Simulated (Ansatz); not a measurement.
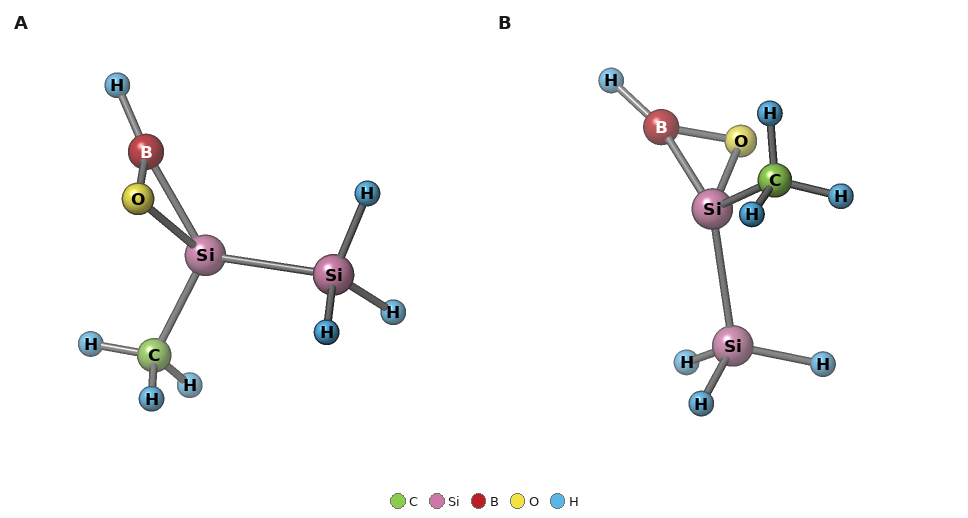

Distant atoms are faded towards the background colour. The geometry was computed by an optimisation with PBE-D4/def2-SVP. No frequency run is at hand to confirm it as a minimum.

### Are A and B the same structure? If not, how do they differ?

Yes. They are the same structure, CH7BOSi2 (C[Si@]1([SiH3])BO1), seen from two directions: a rotation takes one into the other. The geometry is chiral (C1), so its mirror image would differ.
